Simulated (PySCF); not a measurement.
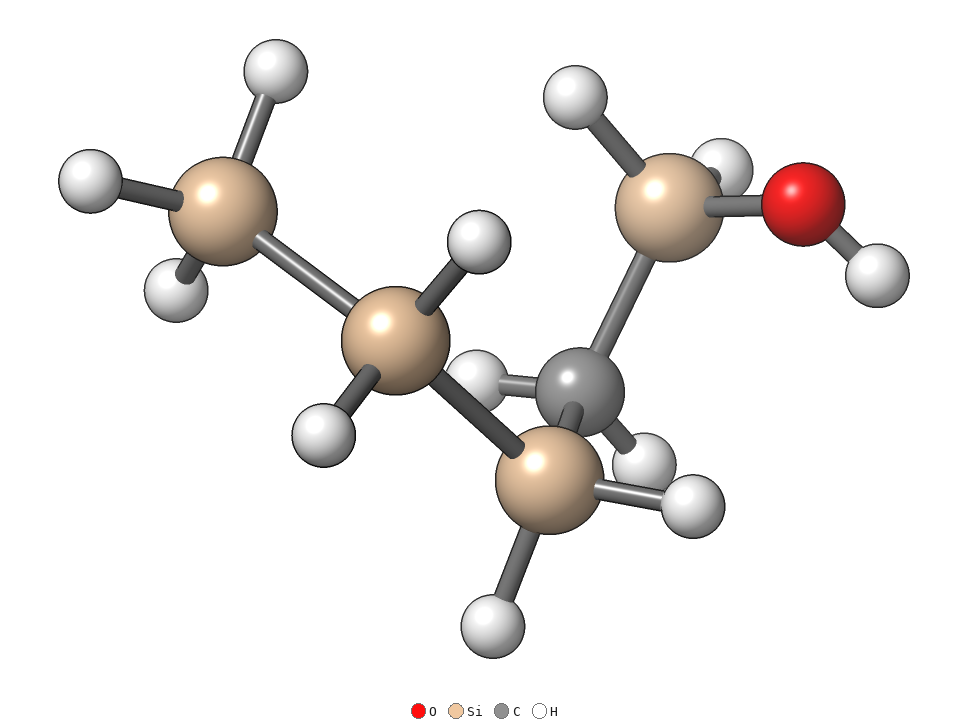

Rendered structure (ball-and-stick style). Every bond is drawn as one stick, whatever its order.

The geometry was computed by an optimisation with GFN2-xTB. No frequency run is at hand to confirm it as a minimum.

What does the picture show?

The molecule is CH₁₂OSi₄. SMILES: `O[SiH2]C[SiH2][SiH2][SiH3]`. It has no ring. Among its groups: Si–H bond, Si–O bond. This geometry has C1 symmetry. Coordination: 1 O bent; 4 Si tetrahedral; 1 C tetrahedral.

More results for the same structure follow; atom numbers are the same in all pictures, views and colours differ.

### Geometry

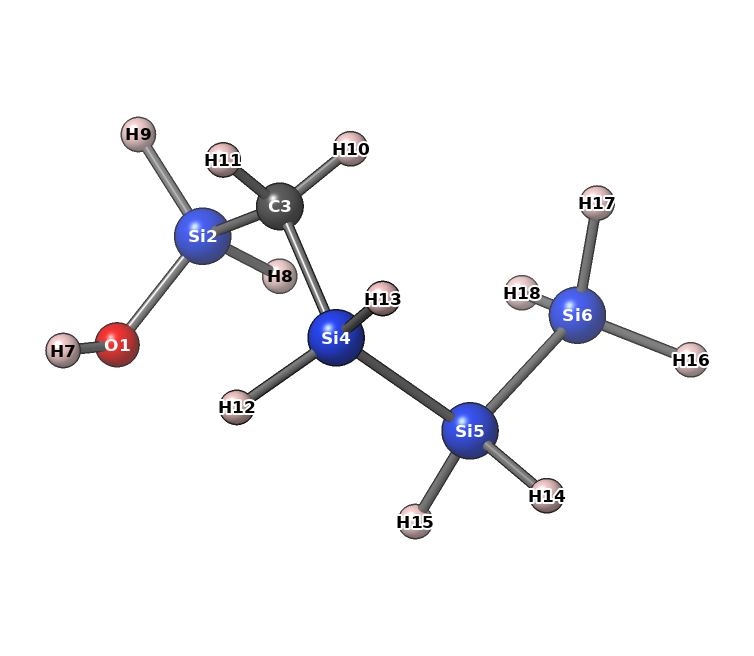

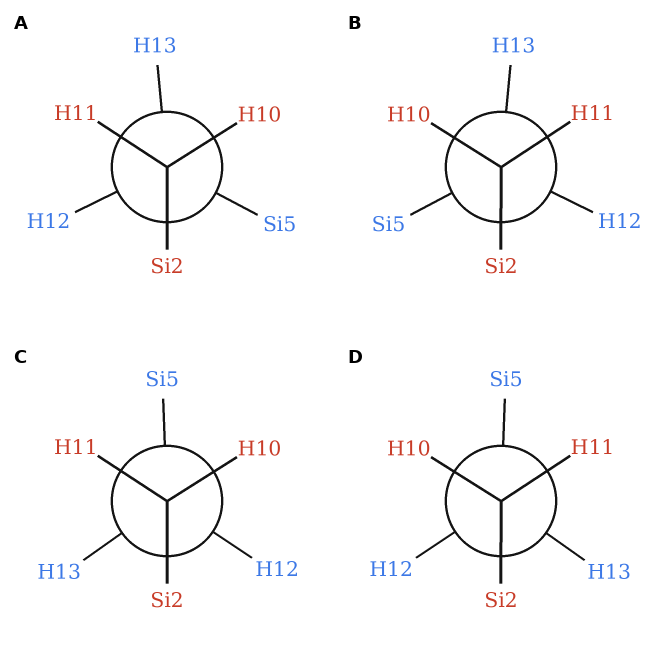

Distant atoms are faded towards the background colour. Bonds that would overlap in a projection are set slightly apart. No frequency run is at hand to confirm it as a minimum.

Question: Which Newman projection shows the view along C3–Si4, with C3 in front?

Answer: B. The torsion angle Si2–C3–Si4–Si5 is 62°, synclinal (gauche).

### Electronic properties

No frequency run is at hand to confirm it as a minimum. Level of theory: ωB97X-D/def2-SVPD, gas phase (PySCF 2.14.0). Excitations: vertical, linear response.

Question: Estimate the dipole moment.

Answer: 1.62 D.

Question: What is the mean static polarisability?

Answer: 127.4 bohr³.

Question: Estimate the brightest of the 8 lowest singlets.

Answer: 6.89 eV.

Question: Estimate the lowest vertical singlet excitation.

Answer: 6.76 eV.

### Charges

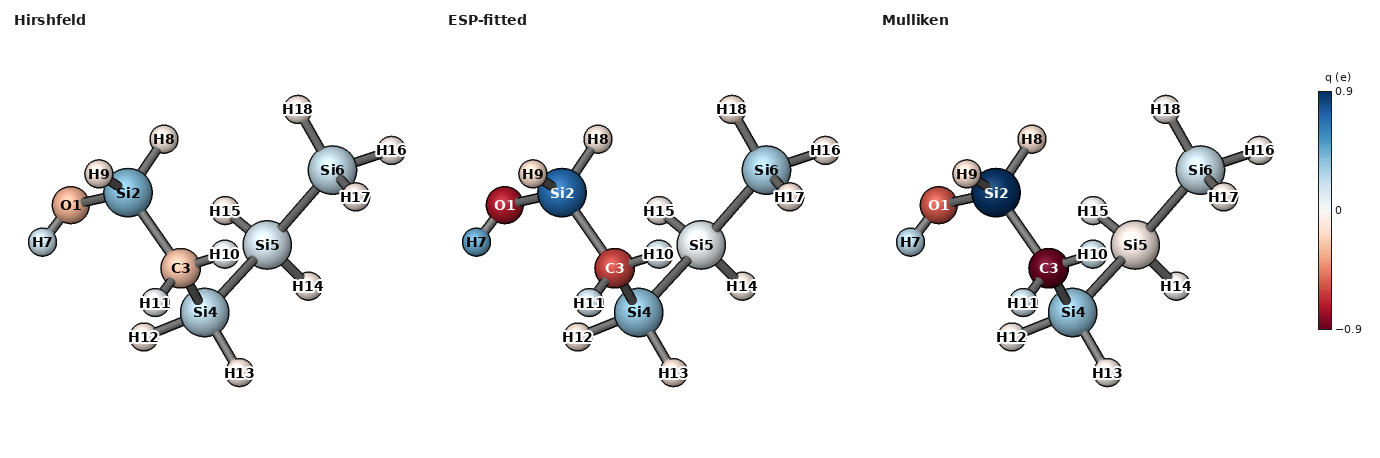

Atomic charges of one calculation by 3 schemes, on one colour scale. No frequency run is at hand to confirm it as a minimum. Level of theory: PBE0/pcSseg-1 (PySCF 2.14.0).

Question: On which atom do the schemes disagree most?

Answer: On C3 (from −0.89 to −0.26 e).

List the charges (e), one line for each set of equivalent atoms.

```
atom  Hirshfeld  ESP-fitted  Mulliken
  O1      −0.31       −0.72     −0.56
 Si2       0.39        0.70      0.88
  C3      −0.26       −0.61     −0.89
 Si4       0.24        0.37      0.35
 Si5       0.15        0.05     −0.07
 Si6       0.21        0.30      0.20
  H7       0.18        0.45      0.24
  H8      −0.08       −0.10     −0.12
  H9      −0.09       −0.16     −0.12
 H10       0.04        0.14      0.18
 H11       0.04        0.17      0.17
 H12      −0.08       −0.11     −0.05
 H13      −0.08       −0.11     −0.05
 H14      −0.07       −0.07     −0.01
 H15      −0.07       −0.05      0.00
 H16      −0.07       −0.08     −0.05
 H17      −0.08       −0.10     −0.06
 H18      −0.07       −0.09     −0.05
```

### NMR shielding

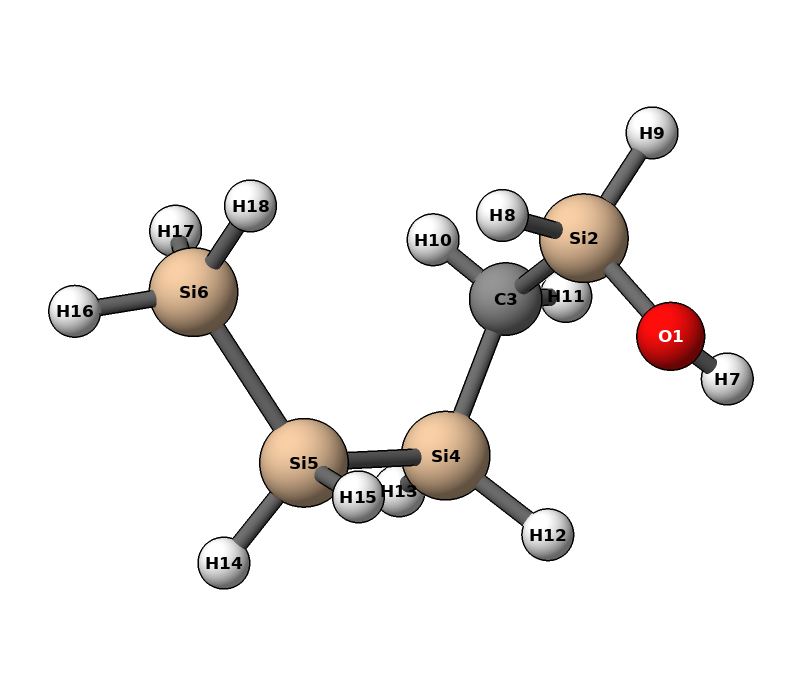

No frequency run is at hand to confirm it as a minimum. Method: GIAO PBE0/pcSseg-1 NMR shielding, non-relativistic, gas phase (PySCF 2.14.0). Principal shieldings σ11 ≤ σ22 ≤ σ33, span Ω = σ33 − σ11, skew κ = 3(σiso − σ22)/Ω.

Give the shielding tensors of the C atoms.

| atom | σ11 | σ22 | σ33 | σiso | Ω | κ |
| --- | --- | --- | --- | --- | --- | --- |
| C3 | 181.8 | 188.5 | 200.6 | 190.3 | 18.9 | 0.28 |

Shieldings and span in ppm.

### Quadrupole coupling

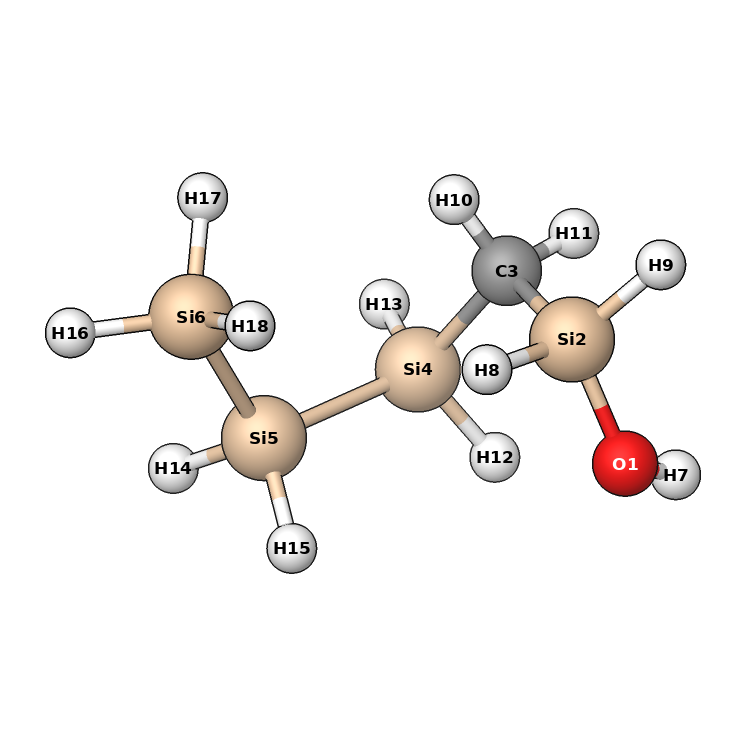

No frequency run is at hand to confirm it as a minimum. Electric field gradients from the ground-state density, PBE0/pcSseg-1 (PySCF 2.14.0), non-relativistic apart from any core potentials.

Give the largest field-gradient component, the quadrupole coupling constant and the asymmetry for 17O at O1 (Q = −25.6 mb), 2H at H7 (Q = 2.86 mb), 2H at H8 (Q = 2.86 mb).

| atom | V_zz (a.u.) | e²qQ/h (MHz) | η |
| --- | --- | --- | --- |
| O1 | 1.525 | −9.17 | 0.47 |
| H7 | 0.516 | 0.347 | 0.06 |
| H8 | 0.163 | 0.110 | 0.01 |

Mulliken values depend strongly on the basis set and can even reverse the polarity of a bond. The geometry is semi-empirical. Around Si such bond lengths and angles can be off by a tenth of an ångström or more and by several degrees, and values that hang on the shape move with them.
